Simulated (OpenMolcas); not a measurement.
**SiCl₂: energy and gradient calculation (part 2 of 2)**

SiCl₂, SMILES Cl[Si]Cl; revPBE/cc-pVTZ, RKS (OpenMolcas 26.06). The geometry comes from this level: PBE0-D4/def2-TZVP.

Geometry of the input (Å):
```
Cl 0.2938  1.6038  0.3380
Si -0.7701  -0.0104  -0.4220
Cl 0.4763  -1.5934  0.0840
```

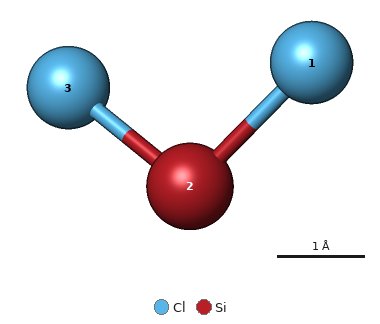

The input geometry (ball-and-stick view, seen at a tilt; atoms are numbered from 1 in the order of the input).

The program's output, continued
```
::    Total KS-DFT energy                           -1209.7837664024
      One-electron energy                           -2085.4751589332
      Two-electron energy                             706.8293862265
      Nuclear repulsion energy                        168.8620063043
      Kinetic energy (interpolated)                  1206.2632032858
      Virial theorem                                    1.0029185696
      Total spin, S(S+1)                                0.0000000000
      Total spin, S                                     0.0000000000
      Max non-diagonal density matrix element           0.0000000282
      Max non-diagonal Fock matrix element              0.0000000052

      All orbitals with orbital energies smaller than  E(LUMO)+0.5 are printed

++    Molecular orbitals:
      -------------------

      Title: RKS-DFT orbitals

      Molecular orbitals for symmetry species 1: a

      Basis set list:
        1 CL1    1s                 22 CL1    3d0                43 SI2    2px                64 SI2    4f1-               85 CL3    2pz
        2 CL1    1s                 23 CL1    3d0                44 SI2    2py                65 SI2    4f0                86 CL3    3d2-
        3 CL1    1s                 24 CL1    3d1+               45 SI2    2py                66 SI2    4f1+               87 CL3    3d2-
        4 CL1    1s                 25 CL1    3d1+               46 SI2    2py                67 SI2    4f2+               88 CL3    3d1-
        5 CL1    1s                 26 CL1    3d2+               47 SI2    2py                68 SI2    4f3+               89 CL3    3d1-
        6 CL1    2px                27 CL1    3d2+               48 SI2    2pz                69 CL3    1s                 90 CL3    3d0
        7 CL1    2px                28 CL1    4f3-               49 SI2    2pz                70 CL3    1s                 91 CL3    3d0
        8 CL1    2px                29 CL1    4f2-               50 SI2    2pz                71 CL3    1s                 92 CL3    3d1+
        9 CL1    2px                30 CL1    4f1-               51 SI2    2pz                72 CL3    1s                 93 CL3    3d1+
       10 CL1    2py                31 CL1    4f0                52 SI2    3d2-               73 CL3    1s                 94 CL3    3d2+
       11 CL1    2py                32 CL1    4f1+               53 SI2    3d2-               74 CL3    2px                95 CL3    3d2+
       12 CL1    2py                33 CL1    4f2+               54 SI2    3d1-               75 CL3    2px                96 CL3    4f3-
       13 CL1    2py                34 CL1    4f3+               55 SI2    3d1-               76 CL3    2px                97 CL3    4f2-
       14 CL1    2pz                35 SI2    1s                 56 SI2    3d0                77 CL3    2px                98 CL3    4f1-
       15 CL1    2pz                36 SI2    1s                 57 SI2    3d0                78 CL3    2py                99 CL3    4f0
       16 CL1    2pz                37 SI2    1s                 58 SI2    3d1+               79 CL3    2py               100 CL3    4f1+
       17 CL1    2pz                38 SI2    1s                 59 SI2    3d1+               80 CL3    2py               101 CL3    4f2+
       18 CL1    3d2-               39 SI2    1s                 60 SI2    3d2+               81 CL3    2py               102 CL3    4f3+
       19 CL1    3d2-               40 SI2    2px                61 SI2    3d2+               82 CL3    2pz
       20 CL1    3d1-               41 SI2    2px                62 SI2    4f3-               83 CL3    2pz
       21 CL1    3d1-               42 SI2    2px                63 SI2    4f2-               84 CL3    2pz

  Index Energy  Occupation Coefficients ...

    1 -100.7238    2.0000          1 CL1    1s     ( 0.999),

    2 -100.7238    2.0000         69 CL3    1s     ( 0.999),

    3  -65.5227    2.0000         35 SI2    1s     ( 1.001),

    4   -9.1971    2.0000          2 CL1    1s     ( 0.971),

    5   -9.1970    2.0000         70 CL3    1s     ( 0.971),

    6   -7.0123    2.0000          6 CL1    2px    ( 0.490),    10 CL1    2py    ( 0.789),

    7   -7.0122    2.0000         74 CL3    2px    ( 0.580),    78 CL3    2py    (-0.775),

    8   -7.0093    2.0000          6 CL1    2px    (-0.475),    14 CL1    2pz    ( 0.869),

    9   -7.0093    2.0000         74 CL3    2px    (-0.475),    82 CL3    2pz    ( 0.870),

   10   -7.0070    2.0000          6 CL1    2px    ( 0.724),    10 CL1    2py    (-0.598),

   11   -7.0070    2.0000         74 CL3    2px    ( 0.655),    78 CL3    2py    ( 0.617),    82 CL3    2pz    ( 0.426),

   12   -5.1318    2.0000         36 SI2    1s     ( 0.970),

   13   -3.5410    2.0000         40 SI2    2px    (-0.478),    48 SI2    2pz    ( 0.874),

   14   -3.5374    2.0000         44 SI2    2py    ( 1.000),

   15   -3.5340    2.0000         40 SI2    2px    ( 0.880),    48 SI2    2pz    ( 0.482),

   16   -0.7779    2.0000          4 CL1    1s     ( 0.642),    72 CL3    1s     ( 0.642),

   17   -0.7531    2.0000          4 CL1    1s     (-0.690),    72 CL3    1s     ( 0.690),

   18   -0.4653    2.0000         38 SI2    1s     (-0.752),

   19   -0.3714    2.0000          8 CL1    2px    (-0.393),    12 CL1    2py    (-0.371),    16 CL1    2pz    (-0.256),    46 SI2    2py    ( 0.483),
                                  76 CL3    2px    ( 0.434),    80 CL3    2py    (-0.360),

   20   -0.3330    2.0000          8 CL1    2px    ( 0.381),    12 CL1    2py    (-0.430),    42 SI2    2px    ( 0.260),    76 CL3    2px    ( 0.331),
                                  80 CL3    2py    ( 0.439),    84 CL3    2pz    ( 0.229),

   21   -0.3324    2.0000          8 CL1    2px    (-0.290),    16 CL1    2pz    ( 0.531),    50 SI2    2pz    ( 0.312),    76 CL3    2px    (-0.290),
                                  84 CL3    2pz    ( 0.531),

   22   -0.3046    2.0000          8 CL1    2px    ( 0.323),    16 CL1    2pz    (-0.591),    76 CL3    2px    (-0.323),    84 CL3    2pz    ( 0.591),

   23   -0.2864    2.0000          8 CL1    2px    (-0.393),    12 CL1    2py    ( 0.557),    76 CL3    2px    ( 0.329),    80 CL3    2py    ( 0.566),

   24   -0.2427    2.0000          8 CL1    2px    ( 0.385),    38 SI2    1s     ( 0.593),    42 SI2    2px    (-0.458),    76 CL3    2px    ( 0.401),

   25   -0.1314    0.0000         42 SI2    2px    (-0.476),    50 SI2    2pz    ( 0.871),

   26   -0.0266    0.0000         46 SI2    2py    ( 0.866),    47 SI2    2py    ( 0.495),

   27   -0.0170    0.0000          5 CL1    1s     (-0.359),    38 SI2    1s     ( 0.576),    42 SI2    2px    ( 0.708),    43 SI2    2px    ( 0.371),
                                  50 SI2    2pz    ( 0.388),    73 CL3    1s     (-0.359),

   28    0.1044    0.0000         38 SI2    1s     (-1.830),    39 SI2    1s     ( 3.268),

   29    0.1492    0.0000         43 SI2    2px    ( 0.388),    50 SI2    2pz    ( 0.634),    51 SI2    2pz    (-0.710),    57 SI2    3d0    ( 0.533),
                                  59 SI2    3d1+   ( 0.393),

   30    0.1536    0.0000         38 SI2    1s     ( 0.934),    39 SI2    1s     (-0.618),    42 SI2    2px    (-0.572),    43 SI2    2px    ( 0.841),
                                  61 SI2    3d2+   (-0.601),

   31    0.1580    0.0000         47 SI2    2py    ( 2.569),

   32    0.1615    0.0000         53 SI2    3d2-   (-0.389),    55 SI2    3d1-   ( 0.714),

   33    0.1906    0.0000          5 CL1    1s     (-0.976),    39 SI2    1s     ( 1.859),    73 CL3    1s     (-0.975),

   34    0.2112    0.0000          5 CL1    1s     (-0.913),     9 CL1    2px    ( 0.693),    13 CL1    2py    ( 1.144),    46 SI2    2py    ( 0.956),
                                  53 SI2    3d2-   ( 0.845),    73 CL3    1s     ( 0.913),    77 CL3    2px    (-0.823),    81 CL3    2py    ( 1.123),

   35    0.2243    0.0000         38 SI2    1s     (-0.848),    39 SI2    1s     ( 1.199),    42 SI2    2px    ( 1.550),    43 SI2    2px    (-1.690),
                                  50 SI2    2pz    ( 0.849),    51 SI2    2pz    (-0.926),

   36    0.2245    0.0000         43 SI2    2px    (-1.029),    50 SI2    2pz    (-1.625),    51 SI2    2pz    ( 1.882),

   37    0.3107    0.0000          8 CL1    2px    ( 0.669),     9 CL1    2px    (-0.759),    12 CL1    2py    (-1.032),    13 CL1    2py    ( 1.260),
                                  43 SI2    2px    ( 0.739),    80 CL3    2py    ( 1.048),    81 CL3    2py    (-1.279),

   38    0.3213    0.0000          9 CL1    2px    (-0.641),    16 CL1    2pz    (-1.065),    17 CL1    2pz    ( 1.173),    77 CL3    2px    ( 0.641),
                                  84 CL3    2pz    ( 1.064),    85 CL3    2pz    (-1.173),

   39    0.3332    0.0000          9 CL1    2px    (-0.678),    16 CL1    2pz    (-0.994),    17 CL1    2pz    ( 1.241),    43 SI2    2px    ( 0.635),
                                  50 SI2    2pz    ( 0.710),    51 SI2    2pz    (-1.163),    77 CL3    2px    (-0.678),    84 CL3    2pz    (-0.995),
                                  85 CL3    2pz    ( 1.241),

   40    0.3370    0.0000          8 CL1    2px    (-0.855),     9 CL1    2px    ( 0.870),    16 CL1    2pz    (-0.510),    17 CL1    2pz    ( 0.524),
                                  38 SI2    1s     ( 0.595),    76 CL3    2px    (-0.896),    77 CL3    2px    ( 0.916),

   41    0.3387    0.0000          8 CL1    2px    (-0.723),     9 CL1    2px    ( 0.944),    12 CL1    2py    ( 0.686),    13 CL1    2py    (-0.696),
                                  47 SI2    2py    ( 0.659),    76 CL3    2px    ( 0.646),    77 CL3    2px    (-0.866),    80 CL3    2py    ( 0.704),
                                  81 CL3    2py    (-0.720),    85 CL3    2pz    (-0.553),

--

++    Molecular charges:
      ------------------

      Mulliken charges per centre and basis function type
      ---------------------------------------------------

                CL1     SI2     CL3
      1s       5.9276  5.8524  5.9276
      2px      3.7753  2.6207  3.7398
      2pz      3.7673  2.3959  3.7944
      2py      3.6650  2.4592  3.6735
      3d2+     0.0067  0.0798  0.0073
      3d1+     0.0038  0.0311  0.0035
      3d0      0.0037  0.0385  0.0037
      3d1-     0.0071  0.0619  0.0057
      3d2-     0.0106  0.0751  0.0118
      4f3+     0.0004  0.0091  0.0005
      4f2+     0.0002  0.0040  0.0001
      4f1+     0.0001  0.0032  0.0001
      4f0      0.0002  0.0030  0.0002
      4f1-     0.0002  0.0064  0.0002
      4f2-     0.0004  0.0092  0.0003
      4f3-     0.0004  0.0127  0.0005
      Total   17.1689 13.6621 17.1690

      N-E     -0.1689  0.3379 -0.1690

      Total electronic charge=   48.000000

      Total            charge=   -0.000000
--

++    Molecular properties:
      ---------------------

      Charge (e):
                      =   -0.0000
      Dipole Moment (debye):
      Origin of the operator (angstrom)=    0.0550    0.0007    0.0301
                   X= -6.5013E-01               Y= -8.3979E-03               Z= -3.5621E-01           Total=  7.4137E-01
      Quadrupole Moment (debye*angstrom):
      Origin of the operator (angstrom)=    0.0550    0.0007    0.0301
                  XX= -3.7749E+01              XY=  1.7531E-01              XZ= -8.9568E-01              YY= -3.9539E+01
                  YZ= -2.8750E-01              ZZ= -3.6595E+01
      In traceless form (debye*angstrom)
                  XX=  3.1841E-01              XY=  2.6296E-01              XZ= -1.3435E+00              YY= -2.3666E+00
                  YZ= -4.3125E-01              ZZ=  2.0482E+00
--

--- Stop Module: scf /rc=_RC_ALL_IS_WELL_ ---
--- Module scf spent 17 seconds ---

--- Start Module: alaska ---

                                              &ALASKA

                       available to each process: 1.9 GB of memory, 1 thread

                     Threshold for contributions to the gradient: 1.000E-07

                    ********************************************
                    * Symmetry Adapted Cartesian Displacements *
                    ********************************************

           Irreducible representation : a
           Basis function(s) of irrep: x, y, xy, Rz, z, xz, Ry, yz, Rx, I

 Basis Label        Type   Center Phase
   1   CL1          x         1     1
   2   CL1          y         1     1
   3   CL1          z         1     1
   4   SI2          x         2     1
   5   SI2          y         2     1
   6   SI2          z         2     1
   7   CL3          x         3     1
   8   CL3          y         3     1
   9   CL3          z         3     1

                     No automatic utilization of translational and rotational invariance of the energy is employed.

 DFT contribution computed for a moving grid.

 Conventional ERI gradients!

 **************************************************
 *              Molecular gradients               *
 **************************************************

  Irreducible representation: a
 ------------------------------------------------------------------------------------------
                              X                       Y                       Z
 ------------------------------------------------------------------------------------------
  CL1              -5.54967021243691E-03   -1.04863515130695E-02   -4.19301611481782E-03
  SI2               1.22739944607773E-02    1.82399840006287E-04    6.72775440919260E-03
  CL3              -6.72432424821423E-03    1.03039516730163E-02   -2.53473829438633E-03
 ------------------------------------------------------------------------------------------

--- Stop Module: alaska /rc=_RC_ALL_IS_WELL_ ---
--- Module alaska spent 5 seconds ---

.##################.
.# Happy landing! #.
.##################.

    Timing: Wall=27.45 User=23.70 System=3.74
```

Key numbers

| quantity | value |
| --- | --- |
| outcome | converged |
| total energy | −1209.783766 hartree |
| basis functions | 102 |
| largest force | 0.720 eV/Å |
| HOMO | −6.60 eV |
| LUMO | −3.57 eV |
| dipole moment | 0.74 debye |
| hardware | 1 thread of Intel Xeon @ 2.90GHz (Ice Lake), 64 GiB of memory available, shared host |
| wall time | 28 s |
| peak memory | 0.58 GiB |
